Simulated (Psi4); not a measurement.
# GaH2O2 (SMILES [OH][Ga][OH]) at UDSD-PBEP86/def2-SVPD (density fitting for correlation)

What is the vertical electron affinity of GaH2O2 at UDSD-PBEP86/def2-SVPD (density fitting for correlation)? 

The results are computed with Psi4 1.11.

### 1 The structure to begin with

The species is GaH2O2 (5 atoms), meant as a doublet with charge 0. As SMILES, `[OH][Ga][OH]`. The coordinates come from a PBE0-D4/def2-TZVP relaxation. This is one conformer, not always the lowest.

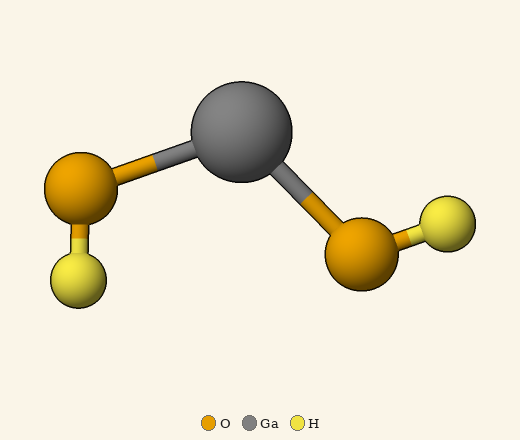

The structure, seen from a chosen angle (oxygen amber, gallium grey, hydrogen yellow).

### 2 A single-point energy at UDSD-PBEP86/def2-SVPD (density fitting for correlation)

File calc.inp:

```
memory 1600 mb

molecule mol {
  0 2
  O
  Ga 1 R2
  O 2 R3 1 A3
  H 1 R4 2 A4 3 D4
  H 3 R5 2 A5 1 D5

  R2 = 1.804189
  R3 = 1.794953
  A3 = 114.92572
  R4 = 0.959988
  A4 = 114.93381
  D4 = 179.95981
  R5 = 0.963168
  A5 = 111.13841
  D5 = 0.04549
  symmetry c1
  no_reorient
  no_com
}

set basis def2-SVPD
set reference uks
set puream true
set e_convergence 1e-09
set d_convergence 1e-08
set scf_type pk
set dft_radial_points 99
set dft_spherical_points 590
set num_frozen_docc 11
set maxiter 100

energy("dsd-pbep86")
print_variables()
```

Started as:

```sh
$ psi4 -n 1 calc.inp calc.out
```

calc.out:

```text
[...]
  Running in c1 symmetry.
[...]
  Nuclear repulsion =  182.431293600732971
[...]
  Multiplicity = 2
[...]
  Nalpha       = 25
  Nbeta        = 24
[...]
    Number of basis functions: 100
[...]
   @UKS iter   1: -2073.41205193184533   -3.14327e+00   2.33817e-02 ADIIS/DIIS
[...]
   @UKS iter  16: -2074.79489539941869   -5.91172e-12   3.77578e-09 DIIS
[...]
   @S^2 Observed:                7.547975172E-01
[...]
    Orbital Energies [Eh]
    ---------------------
    Alpha Occupied:
       1A   -376.621401     2A    -47.390167     3A    -41.872348
       4A    -41.870676     5A    -41.868915     6A    -20.065188
       7A    -20.056000     8A     -6.113274     9A     -4.274778
      10A     -4.271153    11A     -4.266593    12A     -1.203135
      13A     -1.195068    14A     -1.100418    15A     -1.099028
      16A     -1.098789    17A     -1.088303    18A     -1.078533
      19A     -0.630646    20A     -0.599330    21A     -0.506023
      22A     -0.464038    23A     -0.452529    24A     -0.428359
      25A     -0.315990
    Alpha Virtual:
[...]
  @UKS Final Energy: -2074.79489539941869
   => Energetics <=
    Nuclear Repulsion Energy =            182.4312936007329711
    One-Electron Energy =               -3256.4911226711246854
    Two-Electron Energy =                1025.6520727164893287
    DFT Exchange-Correlation Energy =     -26.3871390455163457
    Empirical Dispersion Energy =           0.0000000000000000
    VV10 Nonlocal Energy =                  0.0000000000000000
    Total Energy =                      -2074.7948953994186923
[...]
 Multipole Moments:
 ------------------------------------------------------------------------------------
     Multipole            Electronic (a.u.)      Nuclear  (a.u.)        Total (a.u.)
 ------------------------------------------------------------------------------------
 L = 1.  Multiply by 2.5417464519 to convert [e a0] to [Debye]
 Dipole X            :          0.0000096            0.0001009            0.0001105
 Dipole Y            :          3.4006837           -2.6126430            0.7880407
 Dipole Z            :          2.6302401           -2.8484463           -0.2182062
 Magnitude           :                                                    0.8176932
[...]
```

Run time: 44 s. Hardware: 1 thread of Intel Xeon Platinum 8175M at 2.50GHz (Skylake/Cascade Lake), shared host; peak memory 0.76 GiB.

### 3 The singlet anion at the same level

File calc.dat:

```
memory 1600 MB

molecule system {
  -1 1
  O     -0.370600     0.021600    -1.274400
  Ga    -0.311700    -0.753800     0.353600
  O      0.618200     0.154900     1.591100
  H     -0.867400    -0.464600    -1.936500
  H      0.981500     0.968200     1.224700
  symmetry c1
  no_reorient
  no_com
}

set {
  puream true
  e_convergence 1e-09
  d_convergence 1e-08
  scf_type pk
  dft_radial_points 99
  dft_spherical_points 590
  num_frozen_docc 11
}

e_tot, wfn = energy("dsd-pbep86/def2-SVPD", return_wfn=True)
print_variables()
```

Started as:

```sh
$ psi4 -n 1 calc.dat calc.out
```

calc.out:

```text
[...]
  Running in c1 symmetry.
[...]
  Nuclear repulsion =  182.431292115847441
[...]
  Multiplicity = 1
[...]
  Nalpha       = 25
  Nbeta        = 25
[...]
    Number of basis functions: 100
[...]
   @RKS iter   1: -2073.19417238199776   -2.92539e+00   2.41604e-02 DIIS/ADIIS
[...]
   @RKS iter  13: -2074.83333492171550   -1.68257e-11   7.47056e-09 DIIS
[...]
    Orbital Energies [Eh]
    ---------------------
    Doubly Occupied:
       1A   -376.360336     2A    -47.130249     3A    -41.612243
       4A    -41.610536     5A    -41.609626     6A    -19.853245
       7A    -19.849479     8A     -5.851568     9A     -4.012701
      10A     -4.008436    11A     -4.007971    12A     -0.989343
      13A     -0.983366    14A     -0.839649    15A     -0.837932
      16A     -0.836991    17A     -0.833453    18A     -0.827255
      19A     -0.417732    20A     -0.392841    21A     -0.289409
      22A     -0.259199    23A     -0.248636    24A     -0.227619
      25A     -0.034019
[...]
  @RKS Final Energy: -2074.83333492171550
   => Energetics <=
    Nuclear Repulsion Energy =            182.4312921158474410
    One-Electron Energy =               -3268.0642643862674959
    Two-Electron Energy =                1037.2497968278860299
    DFT Exchange-Correlation Energy =     -26.4501594791820054
    Empirical Dispersion Energy =           0.0000000000000000
    VV10 Nonlocal Energy =                  0.0000000000000000
    Total Energy =                      -2074.8333349217155046
[...]
 Multipole Moments:
 ------------------------------------------------------------------------------------
     Multipole            Electronic (a.u.)      Nuclear  (a.u.)        Total (a.u.)
 ------------------------------------------------------------------------------------
 L = 1.  Multiply by 2.5417464519 to convert [e a0] to [Debye]
 Dipole X            :         14.8368076          -14.3010694            0.5357382
 Dipole Y            :         42.1073793          -40.5387828            1.5685966
 Dipole Z            :        -25.2603772           24.1571250           -1.1032523
 Magnitude           :                                                    1.9911495
[...]
```

Run time: 28 s. Hardware: 1 thread of Intel Xeon Platinum 8175M at 2.50GHz (Skylake/Cascade Lake), shared host; peak memory 0.76 GiB.

### 4 What came out

Level: UDSD-PBEP86/def2-SVPD (density fitting for correlation), 11 core orbitals frozen.

```
                                                                quantity           value
                                            doublet GaH2O2: total energy  -2075.11052 Eh
doublet GaH2O2: HOMO energy (SCF part's orbitals) (highest over α and β)        -8.60 eV
 doublet GaH2O2: LUMO energy (SCF part's orbitals) (lowest over α and β)        -1.36 eV
                                                    doublet GaH2O2: ⟨S²⟩           0.755
                                             singlet anion: total energy  -2075.16575 Eh
                        singlet anion: HOMO energy (SCF part's orbitals)        -0.93 eV
                        singlet anion: LUMO energy (SCF part's orbitals)         5.29 eV
    singlet anion: HOMO–LUMO gap (to an unbound level, set by the basis)         6.22 eV
                       vertical electron affinity (to the singlet anion)        1.503 eV
```

In words: At fixed nuclei the extra electron is bound by 1.50 eV (145 kJ/mol).
